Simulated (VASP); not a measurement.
**Quasiparticle energies of MgS (Niningerite) in VASP**

Wanted: how far GW moves the Kohn-Sham levels of MgS (Niningerite). The cell is of the rock-salt type, one of the forms listed for this formula. The start is a cell from a database of measured crystal structures.

Program: VASP 6.6.1. Level of theory: PBE; plane waves and PAW (S_GW, Mg_GW), in the first sound run; inputs show where later runs differ. Results are calculated unless marked as measured.

### 1. The starting structure

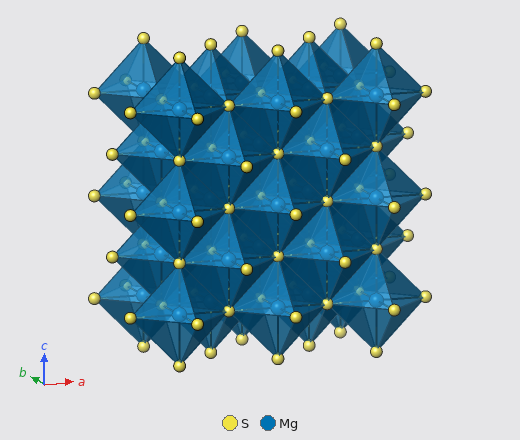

Start, viewed slightly off an axis; sulfur yellow, magnesium blue. 2×1×2 cells are drawn. This picture shows the conventional cell, with its axes. Some periodic images of atoms are drawn too.

### 2. Ground state

The orbitals come from a self-consistent PBE run with a tight EDIFF and a narrow smearing. KPOINTS_OPT adds the bands along a path, which shows whether the mesh holds the band edges.

The input, INCAR:

```
SYSTEM = MgS
PREC = Accurate
ENCUT = 300
EDIFF = 1E-08
NELM = 100
ISMEAR = 0
SIGMA = 0.01
LREAL = .FALSE.
ALGO = Normal
GGA = PE
NBANDS = 10
LORBIT = 11
LWAVE = .TRUE.
LCHARG = .FALSE.
KPAR = 8
```

The input, POSCAR:

```
MgS
1.0
    0.0000000000      2.6016500000      2.6016500000
    2.6016500000      0.0000000000      2.6016500000
    2.6016500000      2.6016500000      0.0000000000
S Mg
1 1
Direct
    0.5000000000      0.5000000000      0.5000000000
    0.0000000000      0.0000000000      0.0000000000
```

The input, KPOINTS:

```
Automatic mesh
0
Gamma
4 4 4
0 0 0
```

The input, KPOINTS_OPT:

```
Line mode
12
Line-mode
Reciprocal
  0.00000000   0.00000000   0.00000000 GAMMA
  0.50000000   0.00000000   0.50000000 X

  0.50000000   0.00000000   0.50000000 X
  0.50000000   0.25000000   0.75000000 W

  0.50000000   0.25000000   0.75000000 W
  0.37500000   0.37500000   0.75000000 K

  0.37500000   0.37500000   0.75000000 K
  0.00000000   0.00000000   0.00000000 GAMMA

  0.00000000   0.00000000   0.00000000 GAMMA
  0.50000000   0.50000000   0.50000000 L

  0.50000000   0.50000000   0.50000000 L
  0.62500000   0.25000000   0.62500000 U

  0.62500000   0.25000000   0.62500000 U
  0.50000000   0.25000000   0.75000000 W

  0.50000000   0.25000000   0.75000000 W
  0.50000000   0.50000000   0.50000000 L

  0.50000000   0.50000000   0.50000000 L
  0.37500000   0.37500000   0.75000000 K

  0.62500000   0.25000000   0.62500000 U
  0.50000000   0.00000000   0.50000000 X
```

Potentials, in the order of the species: S_GW and Mg_GW (PBE family, release 64).

The run is started by

```sh
mpirun -np 8 vasp_std
```

What it wrote:

```text
[banner, memory and clock lines left out]
running    8 mpi-ranks, on    1 nodes
 distrk:  each k-point on    1 cores,    8 groups
 distr:  one band on    1 cores,    1 groups

 POSCAR found type information on POSCAR S Mg
 POSCAR found :  2 types and       2 ions
|                                                                             |
|           W    W    AA    RRRRR   N    N  II  N    N   GGGG   !!!           |
|           W    W   A  A   R    R  NN   N  II  NN   N  G    G  !!!           |
|           W    W  A    A  R    R  N N  N  II  N N  N  G       !!!           |
|           W WW W  AAAAAA  RRRRR   N  N N  II  N  N N  G  GGG   !            |
|           WW  WW  A    A  R   R   N   NN  II  N   NN  G    G                |
|           W    W  A    A  R    R  N    N  II  N    N   GGGG   !!!           |
|                                                                             |
|     For optimal performance we recommend to set                             |
|       NCORE = 2 up to number-of-cores-per-socket                            |
|     NCORE specifies how many cores store one orbital (NPAR=cpu/NCORE).      |
|     This setting can greatly improve the performance of VASP for DFT.       |
|     The default, NCORE=1 might be grossly inefficient on modern             |
|     multi-core architectures or massively parallel machines. Do your        |
|     Unfortunately you need to use the default for GW and RPA                |
|     calculations (for HF NCORE is supported but not extensively tested      |
|     yet).                                                                   |
|                                                                             |

 LDA part: xc-table for (Slater+PW92), standard interpolation
 POSCAR, INCAR and KPOINTS ok, starting setup
 FFT: planning ... GRIDC
 FFT: planning ... GRID_SOFT
 FFT: planning ... GRID
 WAVECAR not read
 entering main loop
       N       E                     dE             d eps       ncg     rms          rms(c)
DAV:   1     0.125812164174E+02    0.12581E+02   -0.38383E+03   160   0.550E+02
DAV:   2    -0.810933206721E+01   -0.20691E+02   -0.19147E+02   236   0.802E+01
DAV:   3    -0.886072878939E+01   -0.75140E+00   -0.75048E+00   198   0.178E+01
DAV:   4    -0.887992791166E+01   -0.19199E-01   -0.19196E-01   214   0.255E+00
DAV:   5    -0.888061550362E+01   -0.68759E-03   -0.68758E-03   214   0.374E-01    0.278E+00
DAV:   6    -0.850006140118E+01    0.38055E+00   -0.82441E-01   174   0.401E+00    0.124E+00
DAV:   7    -0.845525418413E+01    0.44807E-01   -0.22906E-01   212   0.225E+00    0.544E-01
DAV:   8    -0.845533282021E+01   -0.78636E-04   -0.10933E-02   210   0.805E-01    0.518E-02
DAV:   9    -0.845528517972E+01    0.47640E-04   -0.30021E-04   196   0.979E-02    0.210E-02
DAV:  10    -0.845532019881E+01   -0.35019E-04   -0.65979E-05   188   0.497E-02    0.952E-03
DAV:  11    -0.845531632236E+01    0.38764E-05   -0.99062E-06   184   0.160E-02    0.157E-03
DAV:  12    -0.845531563622E+01    0.68614E-06   -0.47658E-07   230   0.437E-03    0.148E-04
DAV:  13    -0.845531560305E+01    0.33173E-07   -0.18824E-08   144   0.764E-04    0.849E-05
DAV:  14    -0.845531560508E+01   -0.20360E-08   -0.59781E-10    96   0.178E-04
   1 F= -.84553156E+01 E0= -.84553156E+01  d E =-.189089E-47
 Start KPOINTS_OPT (optional k-point list driver)
k-point batch [1-8\120]
       N       E                     dE             ncg
DAV:   1     0.206920550436E+03   -0.39158E+03      160
DAV:   2     0.114422756018E+02   -0.19548E+03      240
DAV:   3     0.348342229427E+01   -0.79589E+01      192
DAV:   4     0.334515024915E+01   -0.13827E+00      180
DAV:   5     0.333949499029E+01   -0.56553E-02      214
DAV:   6     0.333936549065E+01   -0.12950E-03      206
DAV:   7     0.333936138279E+01   -0.41079E-05      212
DAV:   8     0.333936135239E+01   -0.30398E-07      210
DAV:   9     0.333936135193E+01   -0.45798E-09      106
[...]
k-point batch [113-120\120]
       N       E                     dE             ncg
DAV:   1     0.824804198207E+02   -0.18341E+04      168
DAV:   2    -0.539814760348E+02   -0.13646E+03      238
DAV:   3    -0.589201917886E+02   -0.49387E+01      236
DAV:   4    -0.589943200245E+02   -0.74128E-01      254
DAV:   5    -0.589944883249E+02   -0.16830E-03      204
DAV:   6    -0.589944910076E+02   -0.26828E-05      296
DAV:   7    -0.589944910208E+02   -0.13196E-07      204
DAV:   8    -0.589944910211E+02   -0.28953E-09      270
 writing wavefunctions
```

Wall time 3.8 s (8 MPI ranks of Intel Xeon Platinum 8259CL at 2.50GHz (Skylake/Cascade Lake), shared host); peak memory 1 GiB.

The logs omit lines about the potential files and the build; timing stands in the text.

Parts of OUTCAR (step 2):

```text
ion  position               nearest neighbor table
   1  0.500  0.500  0.500-
   2  0.000  0.000  0.000-

  LATTYP: Found a face centered cubic cell.
 ALAT       =     5.2033000000

 Subroutine GETGRP returns: Found 48 space group operations
 (whereof 48 operations were pure point group operations)

The static configuration has the point symmetry O_h .

 Found      8 irreducible k-points:

   k-points           NKPTS =      8   k-points in BZ     NKDIM =      8   number of bands    NBANDS=     10

   dimension x,y,z NGX =    24 NGY =   24 NGZ =   24
   dimension x,y,z NGXF=    48 NGYF=   48 NGZF=   48

   ENCUT  =  300.0 eV  22.05 Ry    4.70 a.u.   5.20  5.20  5.20*2*pi/ulx,y,z

   NELECT =       8.0000    total number of electrons

 k-points in reciprocal lattice and weights: Automatic mesh
   0.00000000  0.00000000  0.00000000       0.016
   0.25000000  0.00000000  0.00000000       0.125
   0.50000000  0.00000000  0.00000000       0.062
   0.25000000  0.25000000  0.00000000       0.094
   0.50000000  0.25000000  0.00000000       0.375
  -0.25000000  0.25000000  0.00000000       0.188
   0.50000000  0.50000000  0.00000000       0.047
  -0.25000000  0.50000000  0.25000000       0.094

 average (electrostatic) potential at core
       1 -89.3753       2 -36.9135

 E-fermi :   3.8701

 k-point     1 :       0.0000    0.0000    0.0000
  band No.  band energies     occupation
      1      -8.9028      2.00000
      2       3.7693      2.00000
      3       3.7693      2.00000
      4       3.7693      2.00000
      5       7.4660      0.00000
      6      11.6891      0.00000
      7      11.6891      0.00000
      8      11.6891      0.00000
      9      14.0495      0.00000
    ...

 k-point     2 :       0.2500    0.0000    0.0000
  band No.  band energies     occupation
      1      -8.3418      2.00000
      2       0.9541      2.00000
      3       3.4475      2.00000
      4       3.4475      2.00000
      5       8.7135      0.00000
      6      11.5502      0.00000
      7      11.5502      0.00000
      8      12.0516      0.00000
      9      14.0073      0.00000
    ...

 k-point     3 :       0.5000    0.0000    0.0000
  band No.  band energies     occupation
      1      -7.5928      2.00000
      2      -1.0741      2.00000
      3       3.1785      2.00000
      4       3.1785      2.00000
      5       8.3021      0.00000
      6      10.6413      0.00000
      7      10.6413      0.00000
      8      13.8557      0.00000
      9      15.9165      0.00000
    ...

  Total        0.2212101      0.2212101      0.2212101     -0.0000000     -0.0000000      0.0000000
  in kB       10.0632643     10.0632643     10.0632643     -0.0000000     -0.0000000      0.0000000
  external PRESSURE =      10.0632643 kB  Pullay stress =       0.0000000 kB

  energy-cutoff  :      300.00
  volume of cell :       35.22
      direct lattice vectors                 reciprocal lattice vectors
     0.000000000  2.601650000  2.601650000    -0.192185728  0.192185728  0.192185728
     2.601650000  0.000000000  2.601650000     0.192185728 -0.192185728  0.192185728
     2.601650000  2.601650000  0.000000000     0.192185728  0.192185728 -0.192185728

 POSITION                                       TOTAL-FORCE (eV/Angst)
 -----------------------------------------------------------------------------------
      2.60165      2.60165      2.60165        -0.000000      0.000000     -0.000000
      0.00000      0.00000      0.00000         0.000000     -0.000000      0.000000
 -----------------------------------------------------------------------------------
    total drift:                               -0.000000     -0.000000      0.000000

  FREE ENERGIE OF THE ION-ELECTRON SYSTEM (eV)
  ---------------------------------------------------
  free  energy   TOTEN  =        -8.4553156051 eV

  energy  without entropy=       -8.4553156051  energy(sigma->0) =       -8.45531561

 total charge
# of ion       s       p       d       tot
------------------------------------------
    1        1.298   2.480   0.010   3.788
    2        0.133   0.128   0.040   0.301
--------------------------------------------------
tot          1.431   2.608   0.050   4.089

[... 3 further parts left out ...]
```

This step gave:

```
free energy (TOTEN)               : -8.455 eV
Fermi energy                      : 3.870 eV
pressure                          : 1.006 GPa
least gap on mesh and path        : 2.752 eV
least direct gap on mesh and path : 3.697 eV
```

The highest empty bands on the path are converged less tightly, to about 0.1 eV. Electronic bands along the path, in eV, zero at the valence-band top; v1 is the highest filled band, c1 the lowest empty one:

| point | v3 | v2 | v1 | c1 | c2 | c3 | c4 |
| --- | --- | --- | --- | --- | --- | --- | --- |
| Γ | 0.00 | 0.00 | 0.00 | 3.70 | 7.92 | 7.92 | 7.92 |
| X | -4.20 | -1.69 | -1.69 | 2.75 | 4.38 | 11.99 | 12.70 |
| W | -3.24 | -3.24 | -2.37 | 5.23 | 7.94 | 7.94 | 8.03 |
| K | -3.70 | -3.19 | -1.36 | 3.88 | 6.69 | 9.64 | 10.06 |
| Γ | 0.00 | 0.00 | 0.00 | 3.70 | 7.92 | 7.92 | 7.92 |
| L | -4.84 | -0.59 | -0.59 | 4.53 | 6.87 | 6.87 | 10.09 |
| U | -3.70 | -3.19 | -1.36 | 3.88 | 6.69 | 9.64 | 10.06 |
| W | -3.24 | -3.24 | -2.37 | 5.23 | 7.94 | 7.94 | 8.03 |
| L | -4.84 | -0.59 | -0.59 | 4.53 | 6.87 | 6.87 | 10.09 |
| K | -3.70 | -3.19 | -1.36 | 3.88 | 6.69 | 9.64 | 10.06 |
| jump to U | -3.70 | -3.19 | -1.36 | 3.88 | 6.69 | 9.64 | 10.06 |
| X | -4.20 | -1.69 | -1.69 | 2.75 | 4.38 | 11.99 | 12.70 |

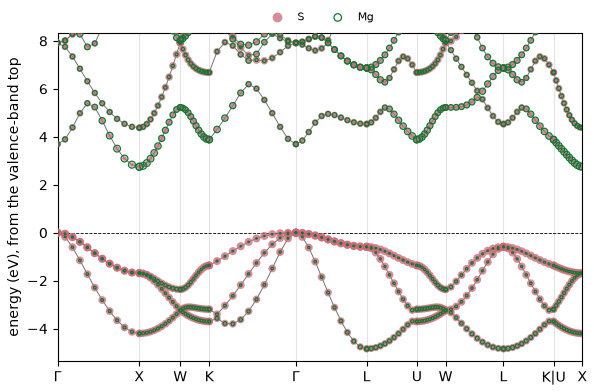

Electronic bands along the path; dots are coloured as in the legend, and their area grows with the weight.

The cell has a gap of 2.75 eV on mesh and path.

### 3. Empty bands, functional PBE

The next step needs empty bands that the ground-state run didn't converge, so the Hamiltonian is diagonalised exactly for NBANDS bands, in a single step. LOPTICS writes the k-derivatives of the orbitals (WAVEDER), which give the long-wavelength limit of the screening.

The input, INCAR:

```
SYSTEM = MgS
PREC = Accurate
ENCUT = 300
ISMEAR = 0
SIGMA = 0.01
LREAL = .FALSE.
GGA = PE
NBANDS = 232
ALGO = Exact
NELM = 1
LWAVE = .TRUE.
LCHARG = .FALSE.
LOPTICS = .TRUE.
NEDOS = 1000
CSHIFT = 0.1
```

POSCAR is that of step 2.

KPOINTS is that of step 2.

The run is started by

```sh
mpirun -np 8 vasp_std
```

What it wrote:

```text
[banner, memory and clock lines left out]
running    8 mpi-ranks, on    1 nodes
 distrk:  each k-point on    8 cores,    1 groups
 distr:  one band on    1 cores,    8 groups

 POSCAR found type information on POSCAR S Mg
 POSCAR found :  2 types and       2 ions
 [... a notice as in an earlier step ...]

 LDA part: xc-table for (Slater+PW92), standard interpolation
 found WAVECAR, reading the header
  number of bands has changed, file:    10 present:   232
  trying to continue reading WAVECAR, but it might fail
 POSCAR, INCAR and KPOINTS ok, starting setup
 FFT: planning ... GRIDC
 FFT: planning ... GRID_SOFT
 FFT: planning ... GRID
 reading WAVECAR
 random initialization beyond band           10
 the WAVECAR file was read successfully
 initial charge from wavefunction
 entering main loop
       N       E                     dE             d eps       ncg     rms          rms(c)
DIA:   1    -0.845531563166E+01   -0.84553E+01    0.00000E+00     0   0.000E+00
   1 F= -.84553156E+01 E0= -.84553156E+01  d E =-.986589-123
 writing wavefunctions
 optical routines
 imaginary and real dielectric function
 recalculating local potential from charge density
 direction            1
 direction            2
 direction            3
```

The job ended after 2.2 s (8 MPI ranks; peak memory 0.85 GiB).

Parts of OUTCAR (step 3):

```text
The static configuration has the point symmetry O_h .

 Found      8 irreducible k-points:

   k-points           NKPTS =      8   k-points in BZ     NKDIM =      8   number of bands    NBANDS=    232

   NELECT =       8.0000    total number of electrons

 E-fermi :   3.9352

 k-point     1 :       0.0000    0.0000    0.0000
  band No.  band energies     occupation
      1      -8.9028      2.00000
      2       3.7694      2.00000
      3       3.7694      2.00000
      4       3.7694      2.00000
      5       7.4661      0.00000
      6      11.6891      0.00000
      7      11.6891      0.00000
      8      11.6891      0.00000
      9      14.0495      0.00000
    ...

 k-point     2 :       0.2500    0.0000    0.0000
  band No.  band energies     occupation
      1      -8.3417      2.00000
      2       0.9541      2.00000
      3       3.4475      2.00000
      4       3.4475      2.00000
      5       8.7135      0.00000
      6      11.5502      0.00000
      7      11.5502      0.00000
      8      12.0516      0.00000
      9      14.0073      0.00000
    ...

  Total        0.2208474      0.2208474      0.2208474     -0.0000000      0.0000000     -0.0000000
  in kB       10.0467655     10.0467655     10.0467655     -0.0000000      0.0000000     -0.0000000
  external PRESSURE =      10.0467655 kB  Pullay stress =       0.0000000 kB

 POSITION                                       TOTAL-FORCE (eV/Angst)
 -----------------------------------------------------------------------------------
      2.60165      2.60165      2.60165         0.000000     -0.000000     -0.000000
      0.00000      0.00000      0.00000        -0.000000      0.000000      0.000000
 -----------------------------------------------------------------------------------
    total drift:                               -0.000000     -0.000000      0.000000

  FREE ENERGIE OF THE ION-ELECTRON SYSTEM (eV)
  ---------------------------------------------------
  free  energy   TOTEN  =        -8.4553156317 eV

  energy  without entropy=       -8.4553156317  energy(sigma->0) =       -8.45531563

 plasma frequency squared (from intraband transitions) (eV^2)
  --------------------------------------------------------------------------------------
       0.000       0.000      -0.000
       0.000       0.000      -0.000
      -0.000      -0.000       0.000

[... 7 parts as in an earlier step ...]

[... 5 further parts left out ...]
```

WAVECAR now holds 232 bands for 8 electrons. Its independent-particle dielectric tensor has xx, yy, zz = 7.1, 7.1, 7.1 on this mesh, which isn't tested for convergence in mesh or bands and lacks local fields.

(Continued in part 2 of 5.)

[Lines on the potential files, build, host, timing and source positions are cut from VASP's logs without a mark.]

[Logs are printed without paths, hosts, clocks, repeated set-up lines and the standing remarks that a program may print on its own settings, such as how far it seeks lower states.]

[Hosts, paths, dates, database ids (printed as entryN), source tags and the programs' standing remarks are cut or masked in the printed files.]

[Pressures printed for these runs are not shown converged in the cutoff: they can be off by several GPa and have the wrong sign.]
